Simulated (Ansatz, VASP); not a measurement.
**GeMoWC in two plane-wave programs**

One calculation is typed for both programs; each brings its own data sets and cutoff. How far apart do they land? The cell is invented: As first built, before any earlier steps moved the atoms: it takes the MoWC2 structure with some of its atoms replaced by other elements, volume scaled by an estimate. It may not be a known or stable phase. The cell comes out of the VASP series on this material, whose earlier steps may have relaxed, scaled or displaced it; both programs get it as it stands.

Main program and level: Ansatz 0.2.0; plane waves, with VASP 6.6.1 beside it; single point at PBE.

### 1. Starting point

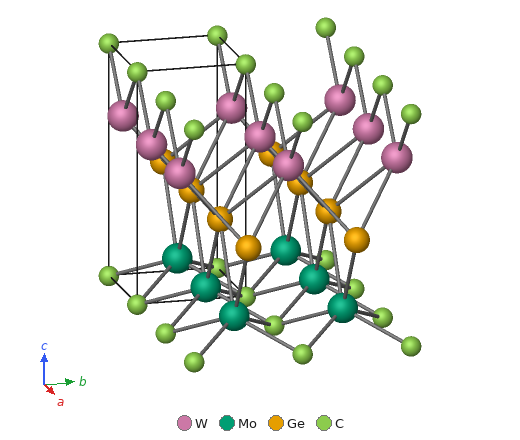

The starting structure, seen slightly off an axis (tungsten pink, molybdenum teal, germanium orange, carbon green). 3×2×1 cells are drawn. Some periodic images of atoms are drawn too.

### 2. Ansatz: single point, PBE

Ansatz runs on its default PAW (the set named soft_2) files.

A single point gives forces, pressure and levels at one fixed geometry, so differences don't come from the geometry; what else differs is listed under the comparison.

File input.yaml:

```yaml
crystal:
  lattice:
    - [2.8971411168, 0.0, 0.0]
    - [0.0, 2.9640170783, 0.0]
    - [0.0, 0.0, 6.3717863953]
  atoms:
    - { symbol: W, position: [0.5, 0.0, 0.7474401814] }
    - { symbol: Mo, position: [0.5, 0.5, 0.1174822037] }
    - { symbol: Ge, position: [0.0, 0.5, 0.4714679386] }
    - { symbol: C, position: [0.0, 0.0, 0.9969116663] }
hamiltonian:
  xc: pbe
  pseudopotentials: { kind: paw }
kpoints:
  mp_grid: { grid: [7, 7, 3] }
scf:
  occupations: { method: fermi_dirac, width: 0.05 }
  n_extra_bands: 5
output:
  forces: true
  stress: true
  eigenvalues: true
```

Run with:

```
$ ansatz run input.yaml --threads 2 --pin off --max-ram 4608MiB --backend cpu --events-out ev --progress --plain --runs-dir out
```

Numbers of over 12 decimals in the logs are rounded to 6 here.

Log:

```text
scf.n_extra_bands = 5 over 23 filled bands (N_el = 46.0): the run solves 28 bands
Engine: ansatz 0.2.0, aarch64-unknown-linux-gnu
Pseudopotentials: kind: paw
Pseudopotential: W, paw, valence charge 14, recommended cutoff 420 eV (normal), W.paw.azcp
Pseudopotential: Mo, paw, valence charge 14, recommended cutoff 420 eV (normal), Mo.paw.azcp
Pseudopotential: Ge, paw, valence charge 14, recommended cutoff 420 eV (normal), Ge.paw.azcp
Pseudopotential: C, paw, valence charge 4, recommended cutoff 420 eV (normal), C.paw.azcp
Functional definition: PBE
  parameter kappa = 0.804
  parameter beta = 0.066725
  exchange = pbe_x(kappa = kappa, mu = beta*pi^2/3)
  correlation = pbe_c(beta = beta)
Crystal: 4 atoms, lattice volume = 54.716 Å³
Basis set: ecut = 420 eV, 1061 PW (Γ), exchange–correlation on 40×40×90 points (8 copies of the dense FFT grid, shifted against one another)
Bands: 28, of which v1, the nominal top of the filled ones, is band 23 counted from 1 (22 counted from 0)
Symmetry: 4 space group operations
Space group: Pmm2 (ITA 25), of the structure as read, at distance tolerance 3.8e-5 Å
k-points: 32 of 147 (time reversal used)
Non-local potential: W, projectors of the file, l = 0: 3, l = 1: 2, l = 2: 2, l = 3: 1
Non-local potential: Mo, projectors of the file, l = 0: 3, l = 1: 2, l = 2: 2, l = 3: 1
Non-local potential: Ge, projectors of the file, l = 0: 2, l = 1: 2, l = 2: 3, l = 3: 1
Non-local potential: C, projectors of the file, l = 0: 2, l = 1: 2, l = 2: 1
PAW form: soft (Blöchl's): semilocal exchange-correlation on the pseudo side does not see the compensation charge
PAW one-centre angular grid: W, 590 points (default); XC on 64 Gauss nodes
PAW one-centre angular grid: Mo, 590 points (default); XC on 64 Gauss nodes
PAW one-centre angular grid: Ge, 590 points (default); XC on 64 Gauss nodes
PAW one-centre angular grid: C, 110 points (default); XC on 64 Gauss nodes
Initial density: superposition of atomic densities (neutral atoms: chi_scale 0, normalization atom), corrected by the library's trained network
Initial wavefunctions: pseudopotential atomic-orbital guess
Functional: x = pbe(κ = 0.804, μ = 0.219515), c = pbe(β = 0.066725)
SCF iter   1: F=—  HF=-19886.058795 eV  |F-HF|=—  |Δ(HF+E_count)|=         —  Δρ=9.34e-3  dr2=2.94e-2  ethr=1.77e-3  ⟨swp⟩=5.7  Hψ=4002  notcnv=0
preconditioner: auto → Kerker (q_TF=auto, 2.651 Å⁻¹)  [metal: Δε(μ)=0.042 eV  Ē_g=13.475 eV  σ=0.050 eV  W_gap=0.20  n_scr=16 (ndim 8)  ℏωp=27.5 eV  f_vac=0.000  D(μ)=2.36/eV (n_scr^D=16)]
SCF iter   2: F=—  HF=-19886.058419 eV  |F-HF|=—  |Δ(HF+E_count)|=   3.76e-4  Δρ=5.26e-3  dr2=9.41e-3  ethr=6.39e-5  ⟨swp⟩=1.0  Hψ=1152  notcnv=0
SCF iter   3: F=—  HF=-19886.058723 eV  |F-HF|=—  |Δ(HF+E_count)|=   3.04e-4  Δρ=6.62e-4  dr2=1.98e-4  ethr=2.05e-5  ⟨swp⟩=2.3  Hψ=1425  notcnv=0
SCF iter   4: F=—  HF=-19886.058735 eV  |F-HF|=—  |Δ(HF+E_count)|=   1.16e-5  Δρ=2.11e-4  dr2=1.51e-5  ethr=4.31e-7  ⟨swp⟩=2.0  Hψ=1359  notcnv=0
SCF iter   5: F=—  HF=-19886.058774 eV  |F-HF|=—  |Δ(HF+E_count)|=   3.89e-5  Δρ=8.74e-5  dr2=3.33e-6  ethr=3.29e-8  ⟨swp⟩=2.0  Hψ=1332  notcnv=0
SCF iter   6: F=—  HF=-19886.058774 eV  |F-HF|=—  |Δ(HF+E_count)|=   2.23e-7  Δρ=2.04e-5  dr2=2.11e-7  ethr=7.24e-9  ⟨swp⟩=2.8  Hψ=1386  notcnv=0
SCF iter   7: F=-19886.058774 eV  HF=-19886.058774 eV  |F-HF|=1.10e-9  |Δ(HF+E_count)|=   1.73e-8  Δρ=5.22e-6  dr2=1.71e-8  ethr=2.17e-10  ⟨swp⟩=4.5  Hψ=2885  notcnv=0
SCF 1 converged in 7 iterations: F = -19886.058774 eV  dr2 = 1.71e-8
  greatest PAW one-centre occupation: 1.000 electrons in one spin orbital (limit 2), on the W atom at site 0 (counted from 0), in its partial waves of l = 0
SCF converged after 7 iterations
Free energy (F): -19886.058774 eV
Harris-Foulkes:  -19886.058774 eV  (|F-HF|=1.10e-9)
Internal energy: -19886.039884 eV  (E = F + TS)
E sigma→0 (E₀):  -19886.049329 eV
Entropy (-TS):   -0.018890 eV (-4.723 meV/atom)
Fermi energy:    17.744220 eV
--- Per-component energies (eV) ---
  E_band       = -233.457246
  E_kinetic    = 1093.115715
  E_local      = -3653.749435  (includes V_loc(G=0)·N_el)
  E_nonlocal   = 588.776751
  E_hartree    = 1460.212944
  E_xc         = -574.995191
  E_vxc        = -593.410132  (∫ρ·V_xc dr)
  E_paw        = -13882.850357  (= ΣΔE_a)
  E_vpaw       = -588.613226  (= ΣTr[D̂ρ^β])
  E_aug_tail   = 0.000299  (compensation charges beyond the density's cutoff)
  E_ewald      = -4916.550610
  E_smearing   = -0.018890  (= −TS)
  E_closure    = -0.000000  (closes the sum)
  Σ components = -19886.058774   (vs F -19886.058774, Δ=0.00e0)
--- Forces (eV/Å), atoms counted from 1 ---
  atom   1  W      0.00000000     0.00000000     0.03855773
  atom   2  Mo     0.00000000     0.00000000     0.04407265
  atom   3  Ge     0.00000000     0.00000000    -0.06616715
  atom   4  C      0.00000000     0.00000000    -0.01642743
  max |Σ_I F_I| component: 3.58e-5 eV/Å
--- Stress (GPa, compression-positive) ---
        0.209905       0.000000       0.000000
        0.000000       0.342099       0.000000
        0.000000       0.000000       0.169713
  P = ⅓ Tr σ = 0.2406 GPa (2.406 kbar)
--- Band table (eV; the first three rows and the last of 32) ---
  k-point 0: bands = [... 19 lower, 14.7201, 14.9670, 16.7905, 19.1528, 19.2190, 19.3708, 20.5015, 20.5324, ... 1 higher]
  k-point 1: bands = [... 19 lower, 15.0265, 15.0472, 16.6594, 18.6458, 18.7760, 19.2207, 20.5298, 20.7004, ... 1 higher]
  k-point 2: bands = [... 19 lower, 14.5688, 15.2457, 16.9744, 18.4253, 18.4865, 19.3187, 19.8859, 19.9599, ... 1 higher]
  k-point 31: bands = [... 19 lower, 14.6973, 15.3869, 16.7058, 17.7302, 19.3374, 19.6008, 19.9120, 21.1675, ... 1 higher]
```

Elapsed: 2.5 s, on 2 threads of Arm Neoverse V2, shared host; peak memory 0.34 GiB.

The column dr2 measures how far the density is from self-consistency, as an energy; F and HF (Harris–Foulkes) agree once it is small.

The run ends at a pressure of 0.24 GPa, with forces up to 0.066 eV/Å.

### 3. VASP: single point, PBE

The same cell, functional, mesh and smearing now go to VASP, with its own data sets and cutoff.

Lines of VASP's logs that name or quote its potential files are left out, and so is its time.

File INCAR:

```
SYSTEM = GeMoWC
PREC = Accurate
ENCUT = 520
EDIFF = 1E-06
NELM = 100
ISMEAR = -1
SIGMA = 0.05
LREAL = .FALSE.
ALGO = Normal
GGA = PE
LORBIT = 11
LWAVE = .FALSE.
LCHARG = .TRUE.
ISIF = 2
LELF = .TRUE.
LVHAR = .TRUE.
```

File POSCAR:

```
GeMoWC
1.0
    2.8971411168      0.0000000000      0.0000000000
    0.0000000000      2.9640170783      0.0000000000
    0.0000000000      0.0000000000      6.3717863953
W Mo Ge C
1 1 1 1
Direct
    0.5000000000      0.0000000000      0.7474401814
    0.5000000000      0.5000000000      0.1174822037
    0.0000000000      0.5000000000      0.4714679386
    0.0000000000      0.0000000000      0.9969116663
```

File KPOINTS:

```
Automatic mesh
0
Gamma
7 7 3
0 0 0
```

PAW data sets: W, Mo_sv, Ge_d and C (PBE family, release 64).

Run with:

```
$ mpirun -np 2 vasp_std
```

Log:

```text
[banner, memory and clock lines left out]
running    2 mpi-ranks, on    1 nodes
 distrk:  each k-point on    2 cores,    1 groups
 distr:  one band on    1 cores,    2 groups

 POSCAR found type information on POSCAR W MoGeC
 POSCAR found :  4 types and       4 ions
 LDA part: xc-table for (Slater+PW92), standard interpolation
 POSCAR, INCAR and KPOINTS ok, starting setup
 FFT: planning ... GRIDC
 FFT: planning ... GRID_SOFT
 FFT: planning ... GRID
 WAVECAR not read
 entering main loop
       N       E                     dE             d eps       ncg     rms          rms(c)
DAV:   1     0.352615001031E+03    0.35262E+03   -0.20508E+04  1856   0.335E+03
DAV:   2    -0.168290207859E+01   -0.35430E+03   -0.34669E+03  1648   0.783E+02
DAV:   3    -0.396031622362E+02   -0.37920E+02   -0.37462E+02  1960   0.157E+02
DAV:   4    -0.410324929233E+02   -0.14293E+01   -0.14238E+01  1736   0.331E+01
DAV:   5    -0.410774249933E+02   -0.44932E-01   -0.44911E-01  2160   0.573E+00    0.342E+01
DAV:   6    -0.371842401226E+02    0.38932E+01   -0.25542E+01  1920   0.240E+01    0.109E+01
DAV:   7    -0.370563985019E+02    0.12784E+00   -0.23661E+00  1968   0.949E+00    0.609E+00
DAV:   8    -0.372344192515E+02   -0.17802E+00   -0.32485E+00  2112   0.668E+00    0.417E+00
DAV:   9    -0.369756996434E+02    0.25872E+00   -0.14816E+00  2136   0.446E+00    0.531E-01
DAV:  10    -0.369701101285E+02    0.55895E-02   -0.44762E-02  1944   0.117E+00    0.264E-01
DAV:  11    -0.369697414815E+02    0.36865E-03   -0.61540E-03  2144   0.446E-01    0.160E-01
DAV:  12    -0.369696730382E+02    0.68443E-04   -0.92433E-04  1896   0.184E-01    0.416E-02
DAV:  13    -0.369696667667E+02    0.62715E-05   -0.77819E-05  1952   0.578E-02    0.178E-02
DAV:  14    -0.369696658764E+02    0.89025E-06   -0.11122E-05  1816   0.176E-02    0.576E-03
DAV:  15    -0.369696655125E+02    0.36389E-06   -0.14132E-06  1232   0.720E-03
   1 F= -.36969666E+02 E0= -.36960150E+02  d E =-.190303E-01
```

Parts of OUTCAR (step 3):

```text
ion  position               nearest neighbor table
   1  0.500  0.000  0.747-   4 2.15   4 2.15   3 2.72   3 2.72   3 2.72   3 2.72   2 2.78   2 2.78

  LATTYP: Found a simple orthorhombic cell.
 ALAT       =     2.8971411168
 B/A-ratio  =     1.0230834325
 C/A-ratio  =     2.1993358758

 Subroutine GETGRP returns: Found  4 space group operations
 (whereof  4 operations were pure point group operations)

The static configuration has the point symmetry C_2v.

 Found     32 irreducible k-points:

   k-points           NKPTS =     32   k-points in BZ     NKDIM =     32   number of bands    NBANDS=     24

   dimension x,y,z NGX =    24 NGY =   24 NGZ =   48
   dimension x,y,z NGXF=    48 NGYF=   48 NGZF=   96

   ENCUT  =  520.0 eV  38.22 Ry    6.18 a.u.   5.39  5.51 11.85*2*pi/ulx,y,z

   NELECT =      38.0000    total number of electrons

 k-points in reciprocal lattice and weights: Automatic mesh
   0.00000000  0.00000000  0.00000000       0.007
   0.14285714  0.00000000  0.00000000       0.014
   0.28571429  0.00000000  0.00000000       0.014
   0.42857143  0.00000000  0.00000000       0.014
   0.00000000  0.14285714  0.00000000       0.014
   0.14285714  0.14285714  0.00000000       0.027
   0.28571429  0.14285714  0.00000000       0.027
   0.42857143  0.14285714  0.00000000       0.027
   0.00000000  0.28571429  0.00000000       0.014
[...]
0.28571429  0.42857143  0.33333333       0.054
   0.42857143  0.42857143  0.33333333       0.054

 average (electrostatic) potential at core
       1 -36.6072       2 -72.6211       3 -70.0296       4 -45.8303

 E-fermi :   9.1571

 k-point     1 :       0.0000    0.0000    0.0000
  band No.  band energies     occupation
    ...
     14       5.4554      2.00000
     15       6.0082      2.00000
     16       6.1368      2.00000
     17       6.3908      2.00000
     18       8.2032      2.00000
     19      10.5672      0.00000
     20      10.6345      0.00000
     21      10.7807      0.00000
     22      11.9170      0.00000
     23      11.9194      0.00000
    ...

 k-point     2 :       0.1429    0.0000    0.0000
  band No.  band energies     occupation
    ...
     15       5.8639      2.00000
     16       6.3480      2.00000
     17       6.8451      2.00000
     18       8.3337      2.00000
     19       9.0976      1.53410
     20      10.2606      0.00000
     21      10.9677      0.00000
     22      11.0182      0.00000
     23      11.5237      0.00000
     24      13.2683      0.00000

 k-point     3 :       0.2857    0.0000    0.0000
  band No.  band energies     occupation
    ...
     15       5.9356      2.00000
     16       6.1060      2.00000
     17       7.2643      2.00000
     18       8.4881      2.00000
     19       8.6197      1.99996
     20       9.8093      0.00000
     21       9.9588      0.00000
     22      10.6781      0.00000
     23      11.6275      0.00000
     24      12.0995      0.00000

  Total       -0.0187252      0.0048653     -0.0122462      0.0000000      0.0000000      0.0000000
  in kB       -0.5483088      0.1424655     -0.3585914      0.0000000      0.0000000      0.0000000
  external PRESSURE =      -0.2548115 kB  Pullay stress =       0.0000000 kB

  energy-cutoff  :      520.00
  volume of cell :       54.72
      direct lattice vectors                 reciprocal lattice vectors
     2.897141117  0.000000000  0.000000000     0.345167860  0.000000000  0.000000000
     0.000000000  2.964017078  0.000000000     0.000000000  0.337379972  0.000000000
     0.000000000  0.000000000  6.371786395     0.000000000  0.000000000  0.156941859

 POSITION                                       TOTAL-FORCE (eV/Angst)
 -----------------------------------------------------------------------------------
      1.44857      0.00000      4.76253         0.000000      0.000000     -0.005443
      1.44857      1.48201      0.74857         0.000000      0.000000      0.008415
      0.00000      1.48201      3.00409         0.000000      0.000000     -0.008684
      0.00000      0.00000      6.35211         0.000000      0.000000      0.005712
 -----------------------------------------------------------------------------------
    total drift:                                0.000000     -0.000000     -0.000715

  FREE ENERGIE OF THE ION-ELECTRON SYSTEM (eV)
  ---------------------------------------------------
  free  energy   TOTEN  =       -36.9696655125 eV

  energy  without entropy=      -36.9506352011  energy(sigma->0) =      -36.96015036

 total charge
# of ion       s       p       d       tot
------------------------------------------
    1        0.608   0.674   4.261   5.543
    2        2.305   6.218   3.999  12.522
    3        1.122   1.249  10.072  12.443
    4        0.869   1.510   0.000   2.380
--------------------------------------------------
tot          4.905   9.651  18.332  32.888

[... 3 further parts left out ...]
```

The run ends at a pressure of -0.03 GPa, with forces up to 0.0087 eV/Å.

### 4. Side by side

Known differences besides the PAW data sets themselves: the data sets hold 46 valence electrons in Ansatz (default PAW (the set named soft_2) files) and 38 in VASP; the cutoff is 420 eV in Ansatz and 520 eV in VASP; VASP leaves aspherical gradient terms in its spheres out (LASPH is not set), Ansatz keeps them. Total energies have different zeros and are not compared.

The two programs side by side:

| quantity | Ansatz | VASP | difference |
| --- | --- | --- | --- |
| pressure (GPa) | 0.24 | -0.03 | +0.27 |

At this near-relaxed geometry the largest component of a force difference is 57 meV/Å. Ansatz's pressure holds a Pulay correction of 0.14 GPa; VASP's holds none.

### 5. What moves the difference

The difference is large enough to ask for its cause, so further runs change the set-up of one program at a time, as the table lists.

| run | r.m.s. force difference (meV/Å) |
| --- | --- |
| as above | 24 |
| Ansatz's larger PAW set (cutoff 880 eV) | 25 |
| norm-conserving potentials (cutoff 1116 eV) | 24 |

### 6. Results

| Item | Value |
| --- | --- |
| r.m.s. force difference (single point, PBE) | 24 meV/Å |

The r.m.s. force difference is 24 meV/Å (single point, PBE), beyond the 12 meV/Å picked in this series as the mark of a large difference. For single point, PBE: no further run halves the r.m.s. force difference; only Ansatz's side was varied, and Ansatz's runs with other potentials lie closer to each other than to VASP, which for this quantity points to VASP's side; this was not tested here. Differences of this kind measure data sets and numerical settings, not the functional's error against experiment.

[Lines on the potential files, build, host, timing and source positions are cut from VASP's logs without a mark.]

[Logs are printed without paths, hosts, clocks, repeated set-up lines and the standing remarks that a program may print on its own settings, such as how far it seeks lower states.]

[Hosts, paths, dates, database ids (printed as entryN), source tags and the programs' standing remarks are cut or masked in the printed files.]
